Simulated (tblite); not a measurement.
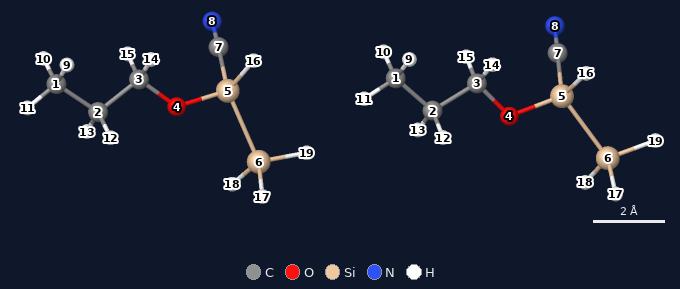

Two geometries of C4H11NOSi2, drawn at one scale. One is the start of a relaxation, the other its converged end. A ball-and-stick model, seen at a tilt.

Computed with tblite 0.8.0, GFN2-xTB geometry optimisation, gas phase. 

Which of the two is the end point?

The left one is the relaxed one. After 90 geometry steps the energy has fallen by 26.9 kJ/mol. H16 moves most after the best rigid fit: 0.45 Å. Largest moves by element: H 0.45 Å, O 0.35 Å, Si 0.29 Å, C 0.18 Å, N 0.17 Å. Among the contacts that change: O4–Si5 1.674 → 1.619 Å, Si6–H19 1.497 → 1.465 Å, Si6–H17 1.488 → 1.466 Å, Si5–H16 1.496 → 1.475 Å. Among the angles between lasting bonds that change: C3–O4–Si5 118.5° → 130.8°, Si6–Si5–H16 109.4° → 121.0°, C7–Si5–H16 110.4° → 99.9°. The run took 0.78 s on 1 thread of Arm Neoverse V1, on a shared host.
